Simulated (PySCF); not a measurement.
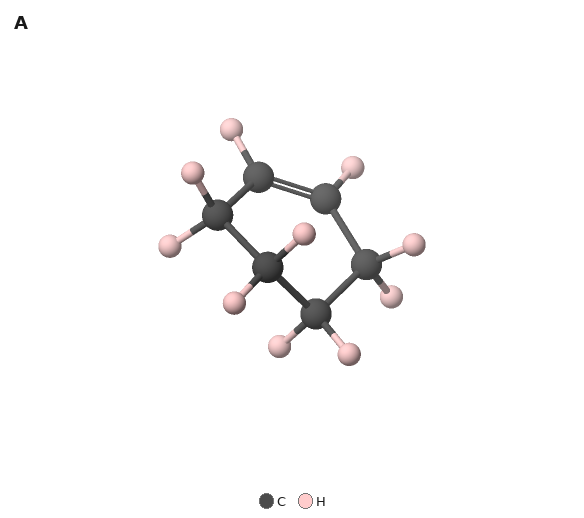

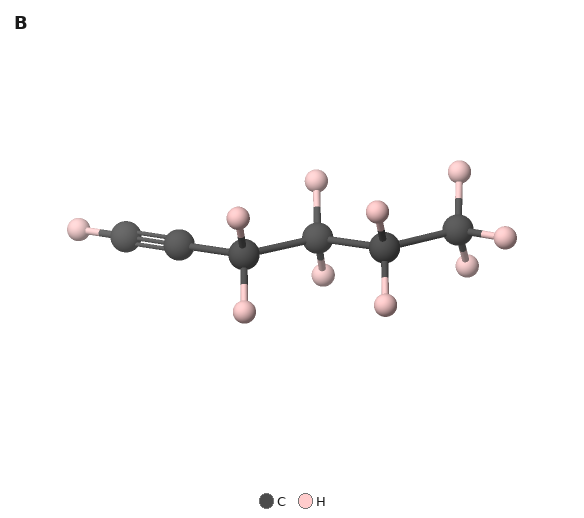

2 stationary structures of one formula. Geometries: PBE0-D3(BJ)/def2-SVP. Electronic energies: PBE0-D3(BJ)/def2-SVP (PySCF 2.14.0), without zero-point energy. No frequency run is at hand to confirm each as a minimum. Each is one conformer, not always the lowest.

### Are they conformers, stereoisomers or constitutional isomers?

They are constitutional isomers of C6H10: A `C1=CCCCC1`, B `C#CCCCC`.

### Which structure is the most stable?

A is lowest; B lies 1.783 eV above it.
